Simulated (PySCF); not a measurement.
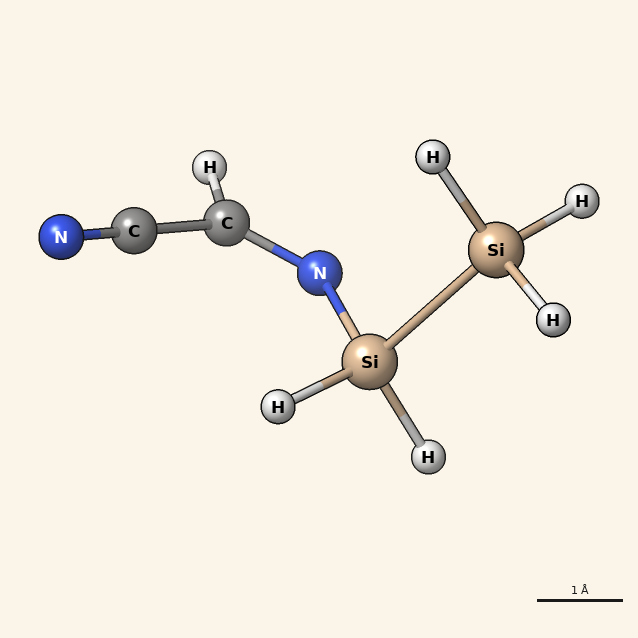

A ball-and-stick model of a molecule.

**Which formula does it have?**

C₂H₆N₂Si₂, 12 atoms: 2 carbon, 6 hydrogen, 2 nitrogen and 2 silicon.

**Describe its rings.**

It has no ring.

**What is its SMILES?**

N#C/C=N\[SiH2][SiH3]

More results for the same structure follow; atom numbers are the same in all pictures, views and colours differ. Computed geometry: PBE0-D3(BJ)/def2-SVP optimisation. No frequency run is at hand to confirm it as a minimum.

Shape

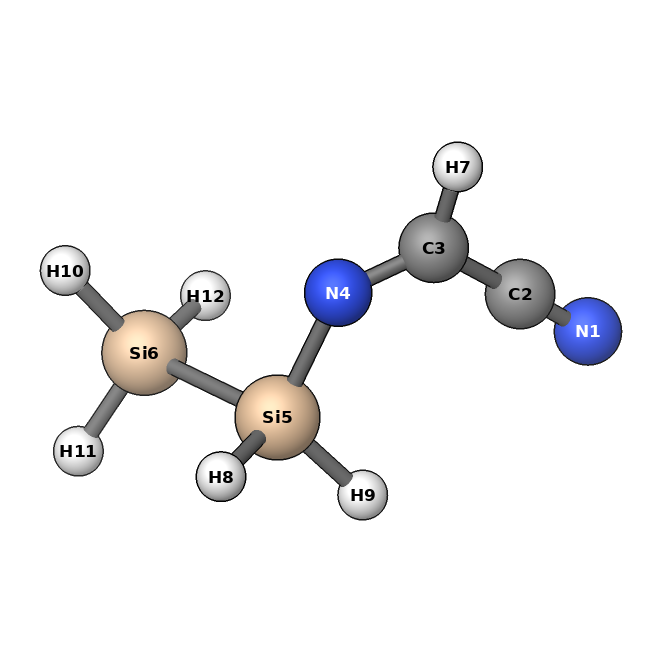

Numbered structure. No frequency run is at hand to confirm it as a minimum.

Give the bond lengths.

```csv
bond,length (Å),order
N1–C2,1.159,triple
C2–C3,1.455,single
C3–N4,1.264,double
C3–H7,1.105,single
N4–Si5,1.766,single
Si5–Si6,2.346,single
Si5–H8,1.490,single
Si5–H9,1.498,single
Si6–H10,1.493,single
Si6–H11,1.495,single
Si6–H12,1.495,single
```

Electronic properties

No frequency run is at hand to confirm it as a minimum. Level of theory: PBE0/IGLO-III, gas phase (PySCF 2.14.0).

**Give the LUMO energy (Kohn–Sham orbital) at this level.**

−2.60 eV.

**What is the HOMO energy (Kohn–Sham orbital)?**

−8.14 eV.

**Estimate the dipole moment.**

2.11 D.

Quadrupole coupling

No frequency run is at hand to confirm it as a minimum. Electric field gradients from the ground-state density, PBE0/pcSseg-0 (PySCF 2.14.0), non-relativistic apart from any core potentials.

Give the largest field-gradient component, the quadrupole coupling constant and the asymmetry for 14N at N1 (Q = 20.44 mb), 14N at N4 (Q = 20.44 mb), 2H at H7 (Q = 2.86 mb), 2H at H8 (Q = 2.86 mb).

```tsv
atom	V_zz (a.u.)	e²qQ/h (MHz)	η
N1	−1.008	−4.84	0.10
N4	−1.223	−5.87	0.59
H7	0.280	0.188	0.06
H8	0.174	0.117	0.03
```

NMR shielding

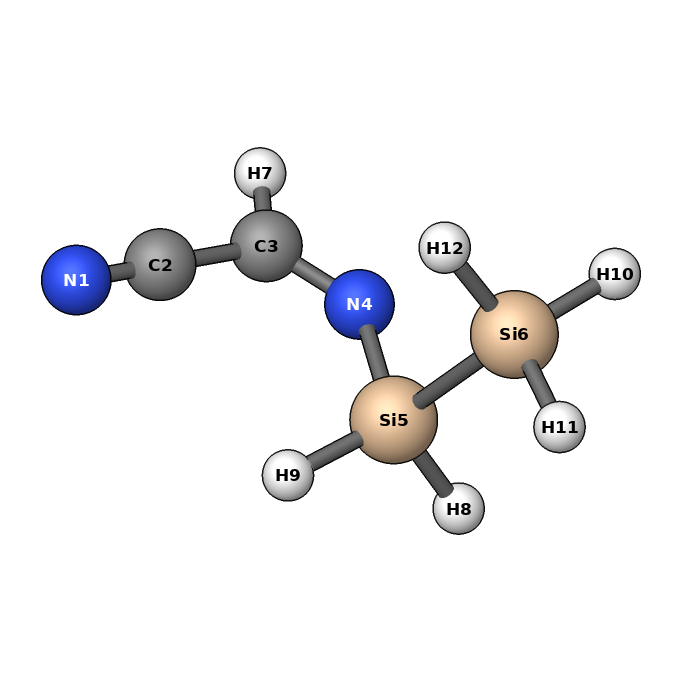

No frequency run is at hand to confirm it as a minimum. Method: GIAO PBE0/6-31G NMR shielding, non-relativistic, gas phase (PySCF 2.14.0). Principal shieldings σ11 ≤ σ22 ≤ σ33, span Ω = σ33 − σ11, skew κ = 3(σiso − σ22)/Ω.

**Which Si atom has the most anisotropic shielding?**

Si5, with a span of 122 ppm.

Give the shielding tensors of the Si atoms.

| atom | σ11 | σ22 | σ33 | σiso | Ω | κ |
| --- | --- | --- | --- | --- | --- | --- |
| Si5 | 412.3 | 429.2 | 534.6 | 458.7 | 122.3 | 0.72 |
| Si6 | 515.9 | 522.3 | 529.3 | 522.5 | 13.4 | 0.05 |

Shieldings and span in ppm.
